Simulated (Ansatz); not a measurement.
F2Si (SMILES F[Si]F)

```xyz
3

F     0.1663    1.2468    0.2294
Si   -0.5949   -0.0464   -0.3301
F     0.4286   -1.2004    0.1007
```

Geometry: PBE0-D4/def2-TZVP.

The calculation used RKS PBE0-D4/def2-TZVPP (Ansatz 0.2.0).

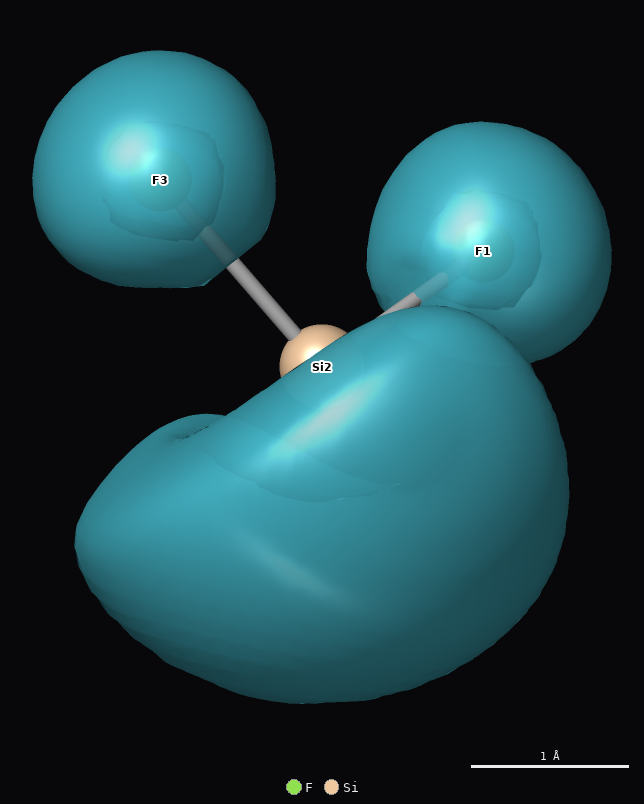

Figure 1. Isosurface of the ELF at 0.75 (cyan), seen at a tilt. Core shells and regions of very low density are left out.

What do the ELF domains correspond to?

Answer. The ELF exceeds this value in one lobe on Si, pointing away from the bonds (lone pairs) and two regions wrapped around F (its lone pairs, merged into a ring or cap).


Si–F (1.60 Å): the ELF peaks at about 0.85 in the valence shell of F, 0.5 Å from its nucleus, and is about 0.50 at the midpoint.

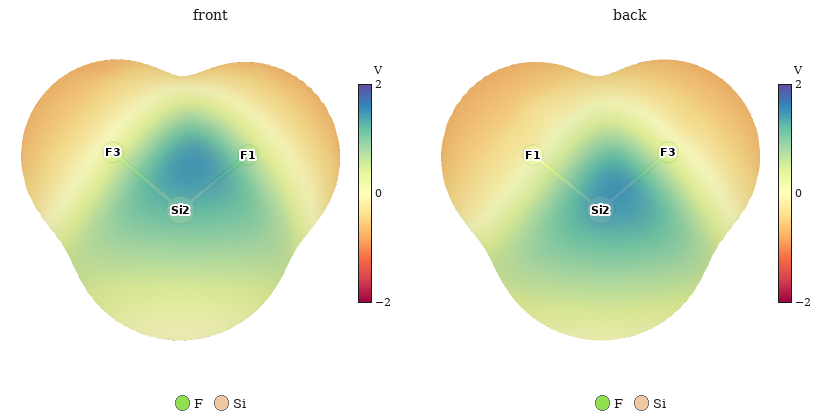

Figure 2. The molecular electrostatic potential painted on the density surface at 0.001 e/bohr³, seen from the front and from behind; the colour scale runs from red (negative) to blue (positive).

Which sites attract a positive test charge, and which a negative one?

Answer. A positive charge is drawn to the negative regions and a negative charge to the positive ones. The most negative region (about −0.7 V) lies over F1 and F3, the most positive (about +1.5 V) over Si2.

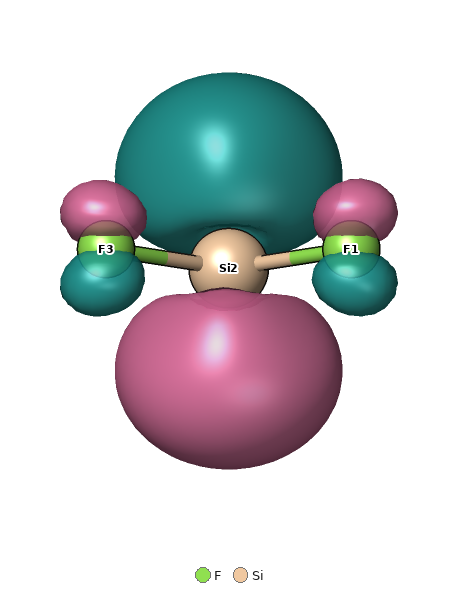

Figure 3. One frontier orbital at ±0.15 Å⁻³ᐟ² (teal and pink are the two phases), seen from one side.

Which orbital is it: HOMO or LUMO?

Answer. The LUMO, at −2.13 eV. It lies mainly on Si2 (about 85 %), F1 (about 5 %) and F3 (about 5 %); it changes sign across the molecular plane (π type).
